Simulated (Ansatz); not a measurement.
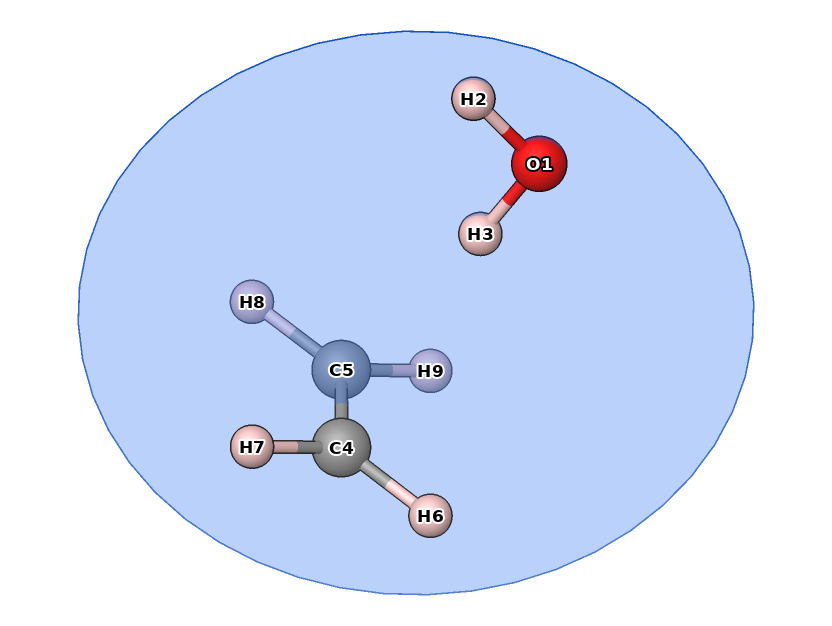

A disc through the centre of mass is drawn in. Depth is shown by fading: the farther an atom, the more it takes the colour of the background. Computed geometry: PBE0-D4/def2-TZVP optimisation.

### Is the plane of the disc a mirror plane of the structure?

Yes. The reflection leaves O1, H2, H3 in place and moves C4 ↔ C5; H6 ↔ H9; H7 ↔ H8. The point group is Cs.
